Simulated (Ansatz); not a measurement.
The starting structures come from a database of crystals and need not be the phases stable at ambient conditions.

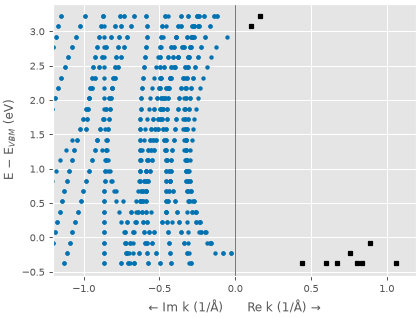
Figure. Complex bands at the centre of the two-dimensional zone; r2SCAN in Ansatz (an electronic-structure program)

The gap is the functional's own, uncorrected, and κ follows it; spin-orbit coupling is left out. Mid-gap values are interpolated between the computed energies.

### Question
This is LaAlH6 (R-3m, not sure to be the ambient phase, 8 atoms a cell, 9.6 Å³ an atom) along the normal of (111). Read off the slowest decay at the centre of the two-dimensional zone at 1.43 eV, the computed energy nearest the middle of the gap.

### Answer
κ ≈ 0.29 1/Å, a decay length 1/(2κ) of the density of 1.7 Å.
